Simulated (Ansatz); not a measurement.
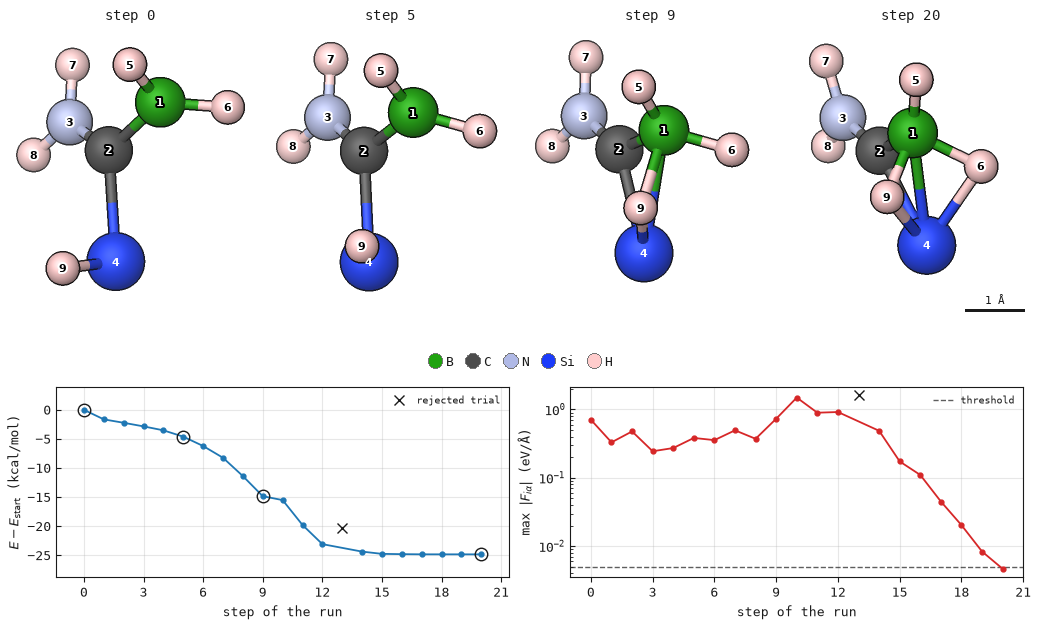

Frames of a relaxation of CH5BNSi (charge +1), marked on the history of the run. The picture is a ball-and-stick view, seen from a free direction.

These are results of Ansatz, RKS PBE0-D4/def2-TZVP, not measurements.

The input:
```yaml
crystal:
  periodic: [false, false, false]
  atoms:
    - {symbol: B, position_ang: [-0.536310, 0.879960, -0.927240]}
    - {symbol: C, position_ang: [0.151410, -0.031850, 0.090620]}
    - {symbol: N, position_ang: [0.704580, -1.179700, -0.195190]}
    - {symbol: Si, position_ang: [0.428050, 0.716910, 1.846670]}
    - {symbol: H, position_ang: [-1.605610, 0.586240, -1.285160]}
    - {symbol: H, position_ang: [-0.048820, 1.881690, -1.261740]}
    - {symbol: H, position_ang: [0.736490, -1.531710, -1.144580]}
    - {symbol: H, position_ang: [1.104050, -1.785520, 0.511280]}
    - {symbol: H, position_ang: [-0.933830, 0.464000, 2.365340]}
basis:
  gaussian: {orbitals: def2-TZVP}
total_charge: 1
hamiltonian: {xc: pbe0, dispersion: d4}
relax: {f_tol: 0.005, max_steps: 200}
```

Launched with:
```bash
ansatz run in.yaml --threads 2 --pin off --events-out ev --progress --plain --max-ram 4352MiB
```

> Describe the path.

Over 19 accepted moves (20 points after the start) the energy falls by 24.8 kcal/mol. The largest force component goes from 0.71 to 0.0047 eV/Å. The line search rejected the trial step at point 13 of the run. The atom that moves furthest after the best rigid fit is H9 (1.50 Å). By element the largest moves are H 1.50 Å, B 0.74 Å, Si 0.62 Å, C 0.31 Å, N 0.25 Å. Some distances before and after: B1–H9 3.342 → 1.325 Å, Si4–H6 3.354 → 1.759 Å, B1–Si4 2.941 → 2.104 Å, Si4–H9 1.479 → 1.759 Å. New bonds form: B1–H9 (3.34 → 1.33 Å), Si4–H6 (3.35 → 1.76 Å). Among the angles between lasting bonds that change: B1–C2–Si4 116.0° → 74.3°, N3–C2–Si4 118.7° → 145.3°, C2–Si4–H9 96.9° → 71.3°. Groups turn about C2–Si4 by about 45°. From step 0 to 5: H9 moves most (0.85 Å), energy −4.60 kcal/mol. From step 5 to 9: H9 moves most (0.71 Å), energy −10.2 kcal/mol. From step 9 to 20: H6 moves most (0.40 Å), energy −9.99 kcal/mol.

| step | E − E(0), kcal/mol | largest force component, eV/Å | note |
| --- | --- | --- | --- |
| 0 | 0.00 | 0.7073 |  |
| 1 | -1.63 | 0.3304 |  |
| 2 | -2.22 | 0.4775 |  |
| 3 | -2.84 | 0.2447 |  |
| 4 | -3.52 | 0.2728 |  |
| 5 | -4.60 | 0.3831 |  |
| 6 | -6.21 | 0.3560 |  |
| 7 | -8.23 | 0.4954 |  |
| 8 | -11.38 | 0.3723 |  |
| 9 | -14.83 | 0.7319 |  |
| 10 | -15.50 | 1.4926 |  |
| 11 | -19.77 | 0.8966 |  |
| 12 | -23.07 | 0.9175 |  |
| 13 | -20.32 | 1.6056 | rejected |
| 14 | -24.35 | 0.4874 |  |
| 15 | -24.74 | 0.1735 |  |
| 16 | -24.79 | 0.1100 |  |
| 17 | -24.82 | 0.0450 |  |
| 18 | -24.82 | 0.0203 |  |
| 19 | -24.82 | 0.0083 |  |
| 20 | -24.82 | 0.0047 |  |
